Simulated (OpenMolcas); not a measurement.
## C3H9P: energy and gradient calculation (part 2 of 2)

The same run, continued: C3H9P, SMILES CP(C)C; PBE/6-31G*, RKS (OpenMolcas 26.06). The geometry comes from this level: PBE0-D4/def2-TZVP.

Log, continued
```
      * Perdew, Burke & Ernzerhof
        - J. P. Perdew, K. Burke, and M. Ernzerhof.,  Phys. Rev. Lett. 77, 3865 (1996) doi:10.1103/PhysRevLett.77.3865
        - J. P. Perdew, K. Burke, and M. Ernzerhof.,  Phys. Rev. Lett. 78, 1396 (1997) doi:10.1103/PhysRevLett.78.1396
      * Perdew, Burke & Ernzerhof
        - J. P. Perdew, K. Burke, and M. Ernzerhof.,  Phys. Rev. Lett. 77, 3865 (1996) doi:10.1103/PhysRevLett.77.3865
        - J. P. Perdew, K. Burke, and M. Ernzerhof.,  Phys. Rev. Lett. 78, 1396 (1997) doi:10.1103/PhysRevLett.78.1396

++    Optimization specifications:
      ----------------------------

      SCF Algorithm: Conventional
      D(i)-D(i-1) density differences are used
      Number of density matrices in core                 5
      Maximum number of NDDO SCF iterations            400
      Maximum number of HF SCF iterations              400
      Threshold for SCF energy change             1.00E-10
      Threshold for density matrix                1.00E-07
      Threshold for Fock matrix                   1.00E-07
      Threshold for linear dependence             1.00E-09
      Threshold at which DIIS is turned on        1.50E-01
      Maximum depth in the DIIS procedure                5
      Maximum depth in the BFGS Hessian update          30
      Threshold at which QNR/C2DIIS is turned on  7.50E-02
      Threshold for Norm(delta) (QNR/C2DIIS)      1.00E-05
      All orbitals punched on: SCFORB
--

      Input vectors read from INPORB
      Orbital file label: *Guess orbitals

++ Convergence information
                                   PBE        iterations: Energy and convergence statistics

Iter     Tot. PBE        One-elec.       Two-elec.     Energy      Max Dij or  Max Fij      DNorm      TNorm      AccCon     Time
         Energy          Energy          Energy        Change      Delta Norm                                                in Sec.
   1  -460.372610463 -1020.310176750   381.988893896   0.00E+00    2.69E-01*   2.08E-01*    7.56E+00   1.56E+02   None         3.
   2  -460.481923786 -1035.875003932   397.444407755  -1.09E-01*   1.72E-01*   7.14E-02*    2.58E+00   1.59E+02   EDIIS        2.
   3  -460.658223103 -1023.835391924   385.228496430  -1.76E-01*   8.20E-02*   3.60E-02*    1.41E+00   1.57E+02   EDIIS        2.
   4  -460.706684392 -1029.127600506   390.472243723  -4.85E-02*   3.17E-02*   1.26E-02*    5.31E-01   1.58E+02   c2DIIS       2.
   5  -460.725952516 -1028.080591055   389.405966148  -1.93E-02*   5.38E-02*   1.01E-02*    2.09E-01   1.57E+02   QNRc2DIIS    2.
   6  -460.724955686 -1027.149842309   388.476214231   9.97E-04*   3.06E-02*   1.28E-02*    2.74E-01   1.57E+02   QNRc2DIIS    2.
   7  -460.727318013 -1027.595246001   388.919255597  -2.36E-03*   2.00E-03*   7.98E-04*    1.54E-01   1.57E+02   QNRc2DIIS    2.
   8  -460.727329474 -1027.646544885   388.970543020  -1.15E-05*   1.94E-04*   4.69E-05*    8.68E-03   1.57E+02   QNRc2DIIS    2.
   9  -460.727329558 -1027.645719979   388.969718031  -8.34E-08*   1.27E-04*   1.27E-05*    1.43E-03   1.57E+02   QNRc2DIIS    2.
  10  -460.727329566 -1027.646019494   388.970017537  -8.06E-09*   3.90E-05*   7.03E-06*    8.94E-04   1.57E+02   QNRc2DIIS    2.
  11  -460.727329568 -1027.646003914   388.970001955  -2.69E-09*   1.74E-06    4.75E-07*    2.35E-04   1.57E+02   QNRc2DIIS    2.
  12  -460.727329568 -1027.645999938   388.969997978  -5.68E-12    3.38E-07    4.50E-08     9.06E-06   1.57E+02   QNRc2DIIS    2.

       Convergence after  12 Iterations
--

 *****************************************************************************************************************************
 *                                             SCF/KS-DFT Program, Final results                                             *
 *                                                       Final Results                                                       *
 *****************************************************************************************************************************

::    Total KS-DFT energy                            -460.7273295683
      One-electron energy                           -1027.6459999379
      Two-electron energy                             388.9699979784
      Nuclear repulsion energy                        177.9486723912
      Kinetic energy (interpolated)                   459.4313018254
      Virial theorem                                    1.0028209391
      Total spin, S(S+1)                                0.0000000000
      Total spin, S                                     0.0000000000
      Max non-diagonal density matrix element           0.0000002281
      Max non-diagonal Fock matrix element              0.0000000128

      No orbitals printed

++    Molecular charges:
      ------------------

      Mulliken charges per centre
      ---------------------------

                C1      P2      C3      C4      H5      H6      H7      H8      H9      H10     H11     H12
      Total    6.6581 14.6417  6.6581  6.6581  0.8158  0.8158  0.8296  0.8296  0.8158  0.8158  0.8158  0.8158

      N-E     -0.6581  0.3583 -0.6581 -0.6581  0.1842  0.1842  0.1704  0.1704  0.1842  0.1842  0.1842  0.1842

                H13
      Total    0.8296

      N-E      0.1704

      Total electronic charge=   42.000000

      Total            charge=   -0.000000
--

++    Molecular properties:
      ---------------------

      Charge (e):
                      =   -0.0000
      Dipole Moment (debye):
      Origin of the operator (angstrom)=    0.2682   -0.0030   -0.2740
                   X= -1.0244E+00               Y=  1.1665E-02               Z=  1.0465E+00           Total=  1.4644E+00
      Quadrupole Moment (debye*angstrom):
      Origin of the operator (angstrom)=    0.2682   -0.0030   -0.2740
                  XX= -3.5045E+01              XY=  2.6171E-02              XZ=  2.3525E+00              YY= -3.2742E+01
                  YZ= -2.6769E-02              ZZ= -3.5145E+01
      In traceless form (debye*angstrom)
                  XX= -1.1010E+00              XY=  3.9256E-02              XZ=  3.5287E+00              YY=  2.3528E+00
                  YZ= -4.0154E-02              ZZ= -1.2518E+00
--

--- Stop Module: scf /rc=_RC_ALL_IS_WELL_ ---
--- Module scf spent 23 seconds ---

--- Start Module: alaska ---

                                              &ALASKA

                       available to each process: 1.9 GB of memory, 1 thread

                     Threshold for contributions to the gradient: 1.000E-07

                    ********************************************
                    * Symmetry Adapted Cartesian Displacements *
                    ********************************************

           Irreducible representation : a
           Basis function(s) of irrep: x, y, xy, Rz, z, xz, Ry, yz, Rx, I

 Basis Label        Type   Center Phase
   1   C1           x         1     1
   2   C1           y         1     1
   3   C1           z         1     1
   4   P2           x         2     1
   5   P2           y         2     1
   6   P2           z         2     1
   7   C3           x         3     1
   8   C3           y         3     1
   9   C3           z         3     1
  10   C4           x         4     1
  11   C4           y         4     1
  12   C4           z         4     1
  13   H5           x         5     1
  14   H5           y         5     1
  15   H5           z         5     1
  16   H6           x         6     1
  17   H6           y         6     1
  18   H6           z         6     1
  19   H7           x         7     1
  20   H7           y         7     1
  21   H7           z         7     1
  22   H8           x         8     1
  23   H8           y         8     1
  24   H8           z         8     1
  25   H9           x         9     1
  26   H9           y         9     1
  27   H9           z         9     1
  28   H10          x        10     1
  29   H10          y        10     1
  30   H10          z        10     1
  31   H11          x        11     1
  32   H11          y        11     1
  33   H11          z        11     1
  34   H12          x        12     1
  35   H12          y        12     1
  36   H12          z        12     1
  37   H13          x        13     1
  38   H13          y        13     1
  39   H13          z        13     1

                     No automatic utilization of translational and rotational invariance of the energy is employed.

 Rotational correction to the DFT gradient is turned off due to close-to-degeneracy problems!

 DFT contribution computed for a moving grid.

 Conventional ERI gradients!

 **************************************************
 *              Molecular gradients               *
 **************************************************

  Irreducible representation: a
 ------------------------------------------------------------------------------------------
                              X                       Y                       Z
 ------------------------------------------------------------------------------------------
  C1                1.19345562696083E-03   -1.31644074674409E-03   -2.18087243940346E-04
  P2               -1.15950386883892E-02    1.21144720077418E-04    1.18453980522712E-02
  C3               -3.59691987253719E-04    3.17061658398898E-05   -1.75660812452350E-03
  C4                1.25846346021419E-03    1.27932381232032E-03   -1.75836371240634E-04
  H5                3.88610395703148E-03   -1.05324300682375E-03    6.03788649846360E-03
  H6               -3.25773263183016E-03   -6.41815590713568E-03   -9.05151352759703E-04
  H7                5.46249778288344E-03   -2.54282611511086E-04   -5.41875680601933E-03
  H8                5.22351195855775E-03   -6.24405316066341E-05   -5.65485248864572E-03
  H9               -4.00146546237679E-03    5.79874422416626E-03   -1.76416204946217E-03
  H10              -4.30057821423668E-03   -5.51961063449413E-03   -1.92692802057848E-03
  H11              -2.91398967455181E-03    6.60128575542940E-03   -7.04884599711714E-04
  H12               3.93977082587327E-03    6.59392584983820E-04    6.06202263669475E-03
  H13               5.46469304706321E-03    1.32576175446535E-04   -5.42004013062192E-03
 ------------------------------------------------------------------------------------------

--- Stop Module: alaska /rc=_RC_ALL_IS_WELL_ ---
--- Module alaska spent 22 seconds ---

.##################.
.# Happy landing! #.
.##################.

    Timing: Wall=48.62 User=44.67 System=3.93
```

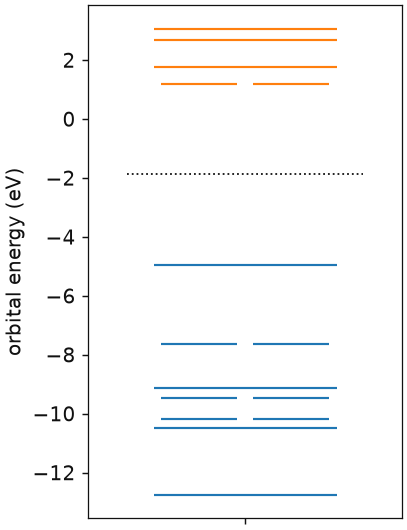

*Orbital energies near the frontier; the dotted line parts filled from empty levels, and levels within 0.02 eV of each other stand side by side.*

Highest filled −4.95 eV, lowest empty 1.20 eV, 6.15 eV apart.

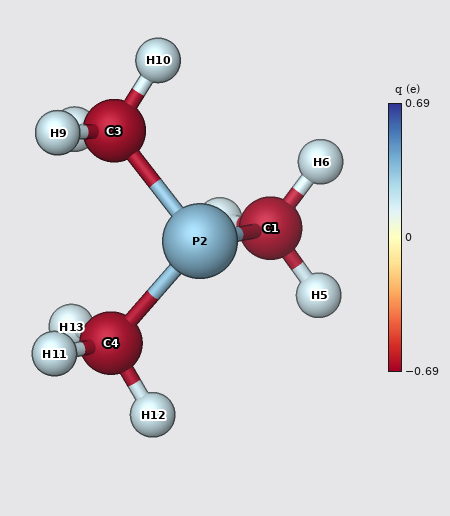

*Mulliken charges, as the colour of each atom (ball-and-stick view, seen at a tilt; atoms are numbered from 1 in the order of the input).*

By element: C −0.66, P +0.36 and H +0.17 to +0.18 e.

This output came from the following input.

Input file
```
&GATEWAY
 BasLib=$CurrDir
 Coord
 13
 angstrom
 C       -0.507790       1.424650      -0.580040
 P        0.643680      -0.007310      -0.657580
 C        1.189840      -0.047290       1.098130
 C       -0.581430      -1.378500      -0.620880
 H       -1.049120       1.509250      -1.524840
 H        0.063540       2.345260      -0.442500
 H       -1.231580       1.332100       0.235540
 H        0.346870      -0.034330       1.795870
 H        1.781570      -0.947920       1.275770
 H        1.829630       0.814300       1.301040
 H       -0.059240      -2.331710      -0.513300
 H       -1.127530      -1.405300      -1.566340
 H       -1.298440      -1.273200       0.199130
 Basis=6-31Gs
 Group=NoSym

&SEWARD
 GridInput
 Grid=UltraFine
 End of Grid

&SCF
 KSDFT=PBE
 Thresholds=1e-10 1e-07 1e-07 1e-05
 PrOrbitals=0

&ALASKA
```

Run as:
```bash
export MOLCAS_MEM=1860
pymolcas job.input > job.log
```

Results in brief

| quantity | value |
| --- | --- |
| outcome | converged |
| total energy | −460.727330 hartree |
| basis functions | 78 |
| largest force | 0.852 eV/Å |
| HOMO | −4.95 eV |
| LUMO | 1.20 eV |
| dipole moment | 1.46 debye |
| hardware | 1 thread of Arm Neoverse V1, 24 GiB of memory available, shared host |
| wall time | 49 s |
| peak memory | 0.44 GiB |
